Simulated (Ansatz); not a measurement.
**A computed series for Rh: response to strain**

Take Rh in the fcc (Cu type) structure (space group Fm-3m, No. 225; relaxed with 0.1 eV smearing) as the base.

```yaml
crystal:
  lattice:
    - [0.00000, 1.90077, 1.90077]
    - [1.90077, 0.00000, 1.90077]
    - [1.90077, 1.90077, 0.00000]
  atoms:
    - { symbol: Rh, position: [0.00000, 0.00000, 0.00000] }
```

Cartesian axes are those of the cell as printed.

Strains are applied to the cell and any free atomic positions relax; under biaxial strain the out-of-plane vector relaxes too.

Calculations: Ansatz (a first-principles code), r2SCAN, PAW, cutoff 500 eV, no spin-orbit coupling.

Notes on the quantities. energy relative to the base: free energy F.

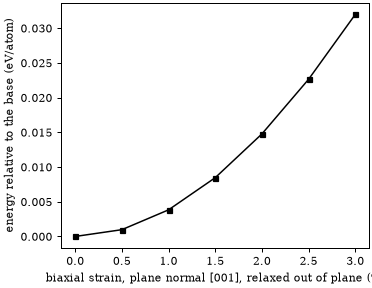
Figure: Energy relative to the base against biaxial strain, plane normal [001], relaxed out of plane

```json
[
 {"biaxial strain, plane normal [001], relaxed out of plane (%)": "0.5", "energy relative to the base": "+1.0 meV/atom"},
 {"biaxial strain, plane normal [001], relaxed out of plane (%)": "1", "energy relative to the base": "+3.8 meV/atom"},
 {"biaxial strain, plane normal [001], relaxed out of plane (%)": "1.5", "energy relative to the base": "+8.5 meV/atom"},
 {"biaxial strain, plane normal [001], relaxed out of plane (%)": "2", "energy relative to the base": "+15 meV/atom"},
 {"biaxial strain, plane normal [001], relaxed out of plane (%)": "2.5", "energy relative to the base": "+23 meV/atom"},
 {"biaxial strain, plane normal [001], relaxed out of plane (%)": "3", "energy relative to the base": "+32 meV/atom"}
]
```

Whether these cells are dynamically stable was not tested. The final runs are not spin-polarised. Rh lies near a magnetic instability that expansion can trigger; it was not tested.
